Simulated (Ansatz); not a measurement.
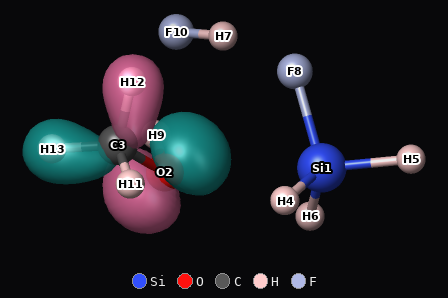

The picture shows: FH3Si···CH4O···HF. The HOMO at ±0.2 Å⁻³ᐟ² (teal and pink are the two phases), seen at an oblique angle.

Level of theory: RKS PBE0-D4/def2-SVP in Ansatz.

```yaml
atoms:
  - { symbol: Si, position_ang: [-0.2408, 0.9133, 1.6129] }
  - { symbol: O, position_ang: [-0.6303, -0.7997, -0.3301] }
  - { symbol: C, position_ang: [-0.6237, -0.2381, -1.6176] }
  - { symbol: H, position_ang: [-1.1905, 1.5503, 0.6696] }
  - { symbol: H, position_ang: [0.0721, 1.9079, 2.6839] }
  - { symbol: H, position_ang: [-0.6914, -0.3415, 2.2597] }
  - { symbol: H, position_ang: [1.8717, -0.6206, 0.2075] }
  - { symbol: F, position_ang: [1.2571, 0.7108, 0.9099] }
  - { symbol: H, position_ang: [0.1337, -1.3973, -0.2774] }
  - { symbol: F, position_ang: [1.9552, -1.4637, -0.2002] }
  - { symbol: H, position_ang: [-1.4363, 0.5010, -1.6733] }
  - { symbol: H, position_ang: [0.3273, 0.2757, -1.8468] }
  - { symbol: H, position_ang: [-0.8043, -0.9982, -2.3983] }
```

Q: Describe this orbital and give its energy.

A: It lies mainly on O2 (about 60 %), C3 (about 15 %), H13 (about 10 %) and H12 (about 5 %). Its energy is −8.16 eV.
